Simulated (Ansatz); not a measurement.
From Ge(OH)4 to GeCl4: predicting a member

Gas-phase molecules. On one Ge centre, n of the OH ligands are replaced by Cl. The atomisation energy (no zero-point term) y in kJ/mol at CCSD(T)/def2-TZVPP. Shapes: PBE0-D4/def2-TZVP. Flexible molecules stand in one conformer, not always the lowest. Programs: Ansatz 0.2.0.

| molecule | n | y (kJ/mol) |
| --- | --- | --- |
| Ge(OH)4 | 0 | 3300 |
| Ge(OH)3Cl | 1 | 2815 |
| Ge(OH)2Cl2 | 2 | 2330 |
| Ge(OH)Cl3 | 3 | ? |
| GeCl4 | 4 | 1358 |

Task: Fit y = c + s·n to the known rows and predict Ge(OH)Cl3.

Result: 
1. Means of the 4 rows: n = 1.75000, y = 2450.8.
2. Σ(Δn)² = 8.75, Σ(Δn·Δy) = -4248.2, so the slope is -4248.2/8.75 = -485.51.
3. Intercept: 2450.8 − (-485.51) × 1.75000 = 3300.4. The largest residual of the fit is 0.6.
4. Ge(OH)Cl3: 3300.4 + (-485.51) × 3 = 1844 kJ/mol.

The run gave 1844 kJ/mol, so the prediction is off by 0 kJ/mol: they agree to the digits shown. The steps are nearly additive. The slope is the difference between a Ge–Cl and a Ge–OH bond with the ligands’ own bonds. Other levels give for Ge(OH)Cl3: HF/def2-TZVPP 1289; r2SCAN-D4/def2-TZVPP 1915; MP2/def2-TZVPP 1938 kJ/mol. Spin-orbit coupling of the free atoms (OH 0, Cl 4 kJ/mol each; the atoms kept shift only the intercept) is left out. Coupled cluster in double- or triple-zeta sets underbinds by a few per cent against its basis-set limit. Relativity is left out for Ge. Outer-core shells of Ge are correlated, in sets that cover them unevenly.

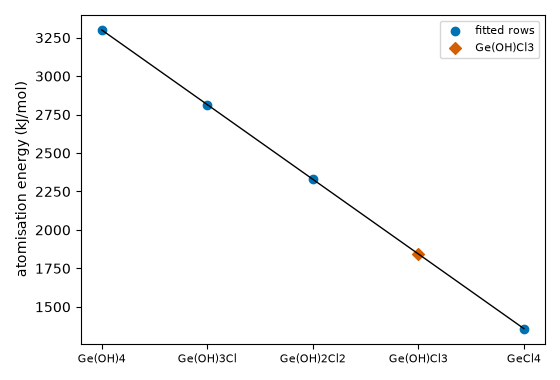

The fitted line, with the withheld member.
